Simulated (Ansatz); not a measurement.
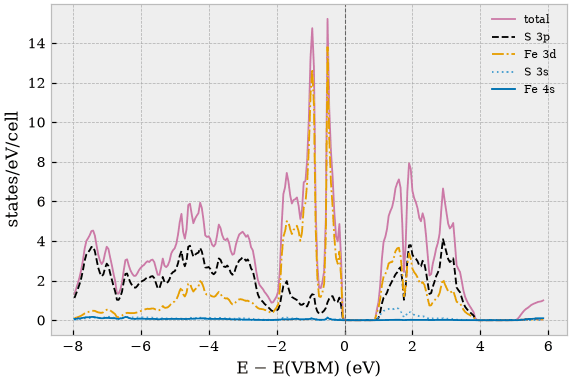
Figure. Total and projected density of states of FeS$_{2}$ in space group Pnnm (No. 58; Fe on 2a, S on 4g), the program Ansatz at the LDA level (PAW)

Question: Which orbitals carry the states next to the gap?

Answer: Top 1 eV of the valence band: Fe 3d 82 %, S 3p 13 %. Bottom 1 eV of the conduction band: Fe 3d 52 %, S 3p 35 %, S 3s 9 %. Projections are on Löwdin-orthogonalised atomic valence shells; empty p or d shells of many metals are not among them.

Question: Where is the tallest occupied peak in this window, and what makes it?

Answer: Near -0.5 eV, about 15 states/eV per cell; the largest projected share is Fe 3d.

The LDA relaxation kept the symmetry of its start; phonons on a q-mesh show no instability. The run is not spin-polarised.

Potentials: the later of the program's two PAW sets.
